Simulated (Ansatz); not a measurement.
## Electronic structure of BrCl₄HW···HF in real space

Input file:

```
crystal:
  periodic: [false, false, false]
  atoms:
    - { symbol: W, position_ang: [0.0, 0.0, 0.0] }
    - { symbol: F, position_ang: [0.0, 0.0, 2.2] }
    - { symbol: H, position_ang: [1.72, 0.0, 0.0] }
    - { symbol: Cl, position_ang: [0.0, 2.39, 0.0] }
    - { symbol: Cl, position_ang: [-2.39, 0.0, 0.0] }
    - { symbol: Cl, position_ang: [0.0, -2.39, 0.0] }
    - { symbol: Cl, position_ang: [0.0, 0.0, -2.39] }
    - { symbol: Br, position_ang: [-2.046, 1.7977, 0.905] }
    - { symbol: H, position_ang: [-0.934, 0.8206, 2.1051] }
basis:
  gaussian: { orbitals: def2-SVP }
hamiltonian:
  xc: pbe
relax:
  f_tol: 0.15
  max_steps: 25
  restrain:
    - { distance: [0, 7], at: 2.57, k: 30.0 }
    - { distance: [8, 1], at: 0.92, k: 30.0 }
    - { distance: [0, 1], at: 3.05, k: 30.0 }
    - { distance: [8, 7], at: 2.75, k: 30.0 }
output:
  orbitals: {}
```

Command:

```sh
ansatz run input.yaml --threads 4 --pin off --max-ram 5120MiB --backend cpu --events-out ev --progress --plain --runs-dir out
```

The fields are those of the relaxed geometry.

Core potentials replace the inner electrons of W.

Computed with Ansatz, RKS PBE/def2-SVP.

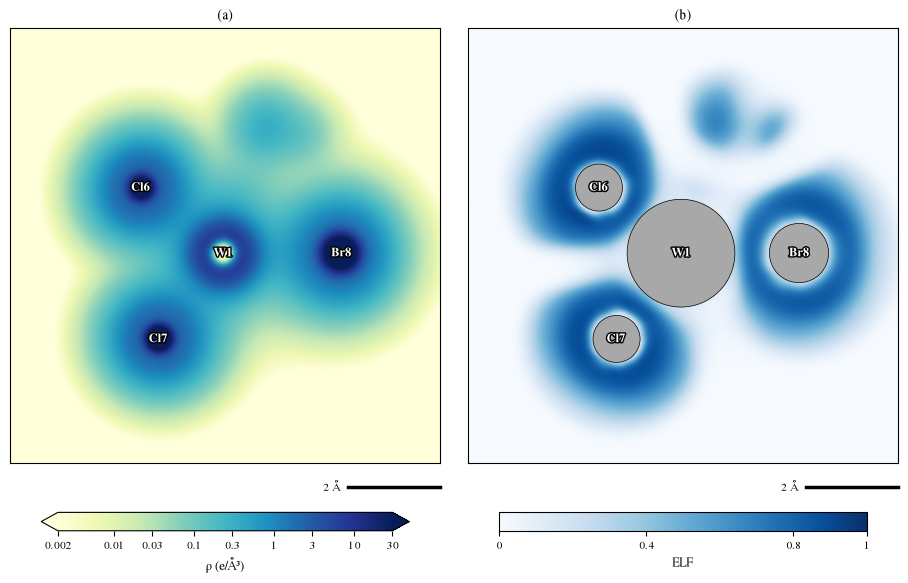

Figure 1. (a) electron density; (b) electron localisation function on the plane of atoms Cl7, W1 and Br8. Grey discs cover the atomic cores in the ELF map.

### What do the fields say about this system?

Atoms in the plane: W, Cl and Br. W–Cl (2.28 Å): the density is about 0.72 e/Å³ at the midpoint; the ELF peaks at about 0.85 in the valence shell of Cl, 0.8 Å from its nucleus, and is about 0.40 at the midpoint. W–Br (2.56 Å): ρ at the midpoint is about 0.52 e/Å³; the ELF peaks at about 0.75 in the valence shell of Br, 1.0 Å from its nucleus, and is about 0.50 at the midpoint. W–Cl (2.32 Å): ρ at the midpoint is about 0.66 e/Å³; the ELF peaks at about 0.85 in the valence shell of Cl, 0.8 Å from its nucleus, and is about 0.40 at the midpoint.

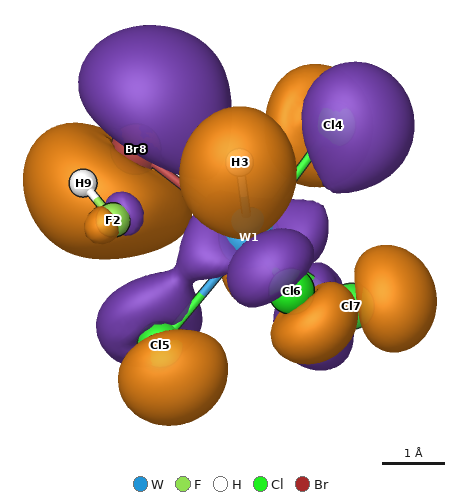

Figure 2. The HOMO−1 at ±0.06 Å⁻³ᐟ² (orange and purple are the two phases), seen at a tilt.

### Where does this orbital lie, and at what energy?

It lies mainly on Br8 (about 55 %), Cl4 (about 10 %), W1 (about 10 %), Cl5 (about 5 %) and Cl7 (about 5 %). Its energy is −7.10 eV.

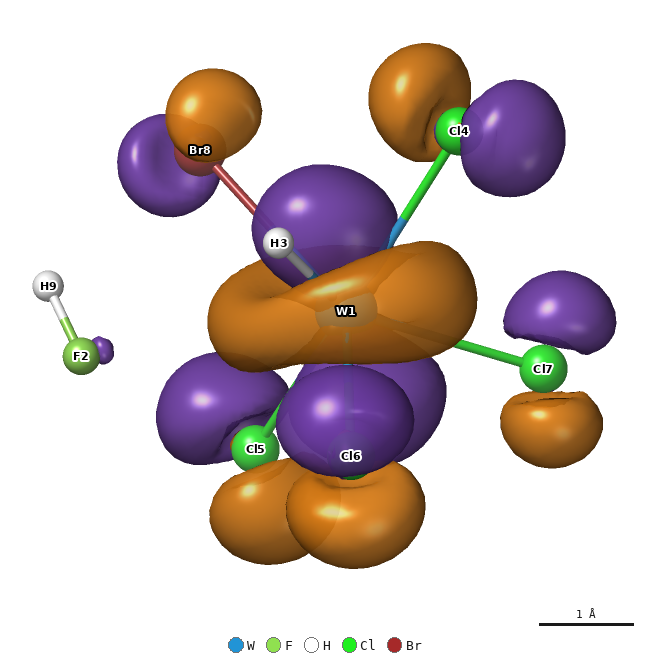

Figure 3. One frontier orbital at ±0.1 Å⁻³ᐟ² (orange and purple are the two phases), seen across its widest extent.

### Which orbital is it: HOMO or LUMO?

The LUMO, at −5.31 eV. Its weight (Hirshfeld) is mainly on W1 (about 60 %), Cl5 (about 10 %), Cl6 (about 10 %) and Cl4 (about 10 %).
